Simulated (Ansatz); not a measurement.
A series of calculations on CH$_{2}$BF$_{4}$O

Part 1: Relaxation

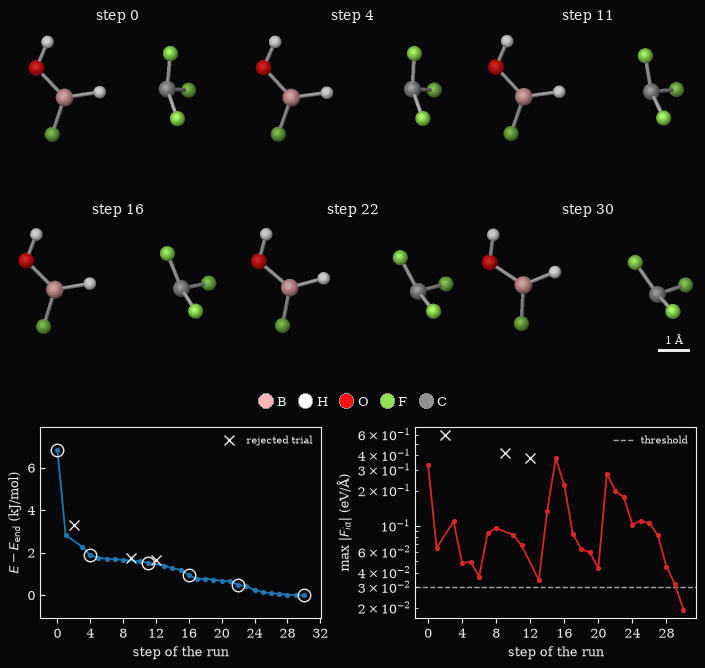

Frames of a relaxation of CH$_{2}$BF$_{4}$O (multiplicity 2), marked on the history of the run. Style: ball-and-stick. Shown at a tilt.

The run prepares an end point of a later path (reaction) calculation, from a guessed geometry.

Method: UKS B3LYP/def2-SVP (Ansatz). Set-up: collinear spin; force threshold 0.03 eV/Å; at most 50 steps.

> What happens along the run?

The atom that moves furthest after the best rigid fit is an F atom (0.92 Å). Largest moves by element: F 0.92 Å, H 0.81 Å, C 0.77 Å, O 0.58 Å, B 0.43 Å. Near-neighbour distances that change, for instance: B–H 1.199 → 1.208 Å. Over 27 accepted moves (30 points after the start) the energy falls by 6.84 kJ/mol. Largest force component: 0.33 eV/Å at the start, 0.019 eV/Å at the end. The line search rejected the trial steps at points 2, 9, 12 of the run. From step 0 to 4: F atoms move most (0.36 Å), energy −4.97 kJ/mol. From step 4 to 11: an F atom moves most (0.25 Å), energy −0.34 kJ/mol. From step 11 to 16: an F atom moves most (0.32 Å), energy −0.60 kJ/mol. From step 16 to 22: an H atom moves most (0.19 Å), energy −0.45 kJ/mol. From step 22 to 30: H atoms move most (0.27 Å), energy −0.49 kJ/mol.

```
step  E − E(0), kJ/mol  largest force component, eV/Å      note
   0              0.00                         0.3324          
   1             -4.01                         0.0649          
   2             -3.56                         0.5891  rejected
   3             -4.55                         0.1091          
   4             -4.97                         0.0479          
   5             -5.08                         0.0496          
   6             -5.12                         0.0368          
   7             -5.15                         0.0872          
   8             -5.18                         0.0955          
   9             -5.11                         0.4181  rejected
  10             -5.25                         0.0835          
  11             -5.31                         0.0681          
  12             -5.16                         0.3757  rejected
  13             -5.45                         0.0344          
  14             -5.58                         0.1346          
  15             -5.64                         0.3763          
  16             -5.90                         0.2227          
  17             -6.07                         0.0855          
  18             -6.08                         0.0632          
  19             -6.10                         0.0593          
  21             -6.18                         0.2782          
  22             -6.35                         0.2000          
  23             -6.41                         0.1747          
  24             -6.59                         0.1025          
  25             -6.70                         0.1107          
  26             -6.74                         0.1050          
  27             -6.78                         0.0827          
  28             -6.82                         0.0449          
  29             -6.83                         0.0316          
  30             -6.84                         0.0193
```

Limits of the set-up: the start holds two separate molecules, 2.3 Å apart at their closest, whose relative position is a soft coordinate and is computed without a dispersion correction.

Part 2: Relaxation

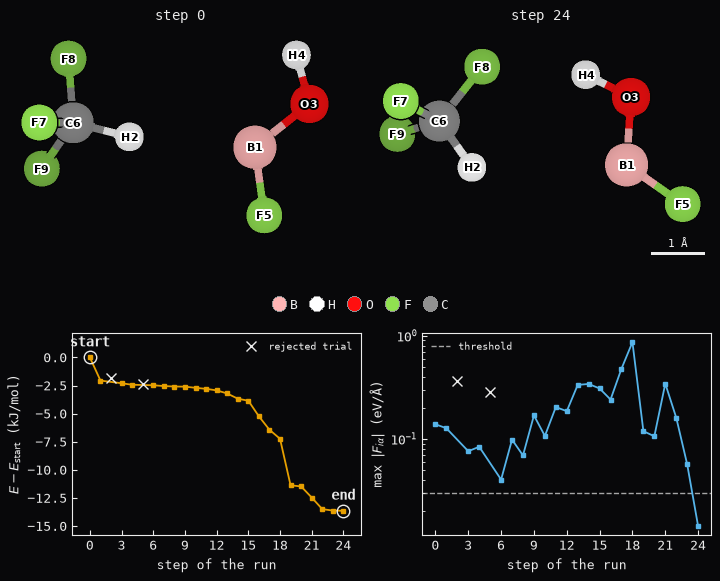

First and last geometry of a relaxation of CH2BF4O (multiplicity 2), with the history of the run. Style: ball-and-stick. Shown at a tilt.

The run prepares an end point of a later path (reaction) calculation, from a guessed geometry.

All numbers below come from UKS B3LYP/def2-SVP in Ansatz 0.2.0. Settings: collinear spin; force threshold 0.03 eV/Å; at most 50 steps.

**What do the curves and the structures tell?**

It converged. The largest move after the best rigid fit is that of H4, 1.40 Å. Largest moves by element: H 1.40 Å, F 1.14 Å, O 0.75 Å, B 0.41 Å, C 0.12 Å. Near-neighbour distances that change, for instance: C6–F8 1.339 → 1.358 Å, H2–C6 1.110 → 1.103 Å, C6–F9 1.335 → 1.328 Å, C6–F7 1.334 → 1.329 Å. Over 22 accepted moves (24 points after the start) the energy falls by 13.6 kJ/mol. The largest force component goes from 0.14 to 0.014 eV/Å. The line search rejected the trial steps at points 2, 5 of the run.

```
step  E − E(0), kJ/mol  largest force component, eV/Å      note
   0              0.00                         0.1387          
   1             -2.05                         0.1269          
   2             -1.87                         0.3649  rejected
   3             -2.29                         0.0761          
   4             -2.43                         0.0840          
   5             -2.35                         0.2863  rejected
   6             -2.47                         0.0404          
   7             -2.54                         0.0984          
   8             -2.58                         0.0692          
   9             -2.59                         0.1690          
  10             -2.70                         0.1069          
  11             -2.79                         0.2035          
  12             -2.92                         0.1858          
  13             -3.20                         0.3338          
  14             -3.66                         0.3409          
  15             -3.85                         0.3083          
  16             -5.23                         0.2408          
  17             -6.43                         0.4797          
  18             -7.23                         0.8661          
  19            -11.37                         0.1190          
  20            -11.47                         0.1061          
  21            -12.45                         0.3431          
  22            -13.49                         0.1609          
  23            -13.62                         0.0569          
  24            -13.64                         0.0143
```

Limits of the set-up: the start holds two separate molecules, 2.4 Å apart at their closest, whose relative position is a soft coordinate and is computed without a dispersion correction.

Part 3: Path

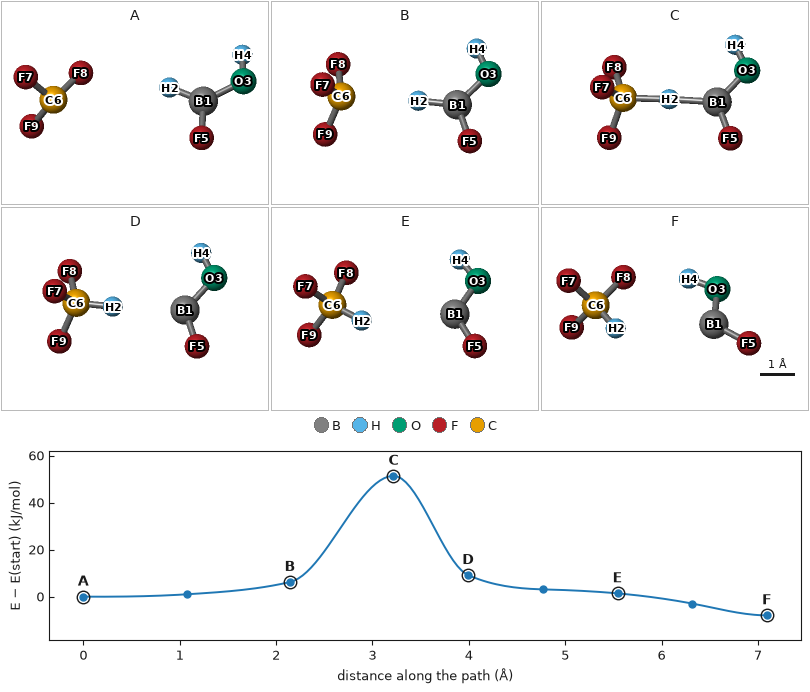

A search for the minimum-energy path of CH$_{2}$BF$_{4}$O (multiplicity 2), made up at the start of BH$_{2}$OF and CF₃ by the nudged elastic band. Images are numbered from 0 (start) to 8 (end). Frames A to F are images 0, 2, 3, 4, 6, 8. Style: ball-and-stick. Shown at a tilt.

Level of theory: UKS B3LYP/def2-SVP (Ansatz). Settings: 7 movable images; climbing image; force threshold 0.05 eV/Å; iteration limit 60; starting path through a guess of the saddle point.

### What happens along the path, and what is the barrier?

A hydrogen atom shifts from one atom to another. Breaking: B1–H2 (1.21 → 1.46 at the top → 2.94 Å). Forming: H2–C6 (3.49 → 1.40 at the top → 1.10 Å). The highest point, image 3, lies 51.4 kJ/mol above the start and 59.3 kJ/mol above the end; the end is at −8.0 kJ/mol relative to the start. The band converged in 24 iterations. The largest component of the band force went from 33 to 0.026 eV/Å. The climbing image converged on the top of the path. Its vibrational analysis gives one imaginary mode (1558i cm⁻¹), as a transition state must have.

Limits of the set-up: the start holds two separate molecules, 2.8 Å apart at their closest, whose relative position is a soft coordinate and is computed without a dispersion correction.
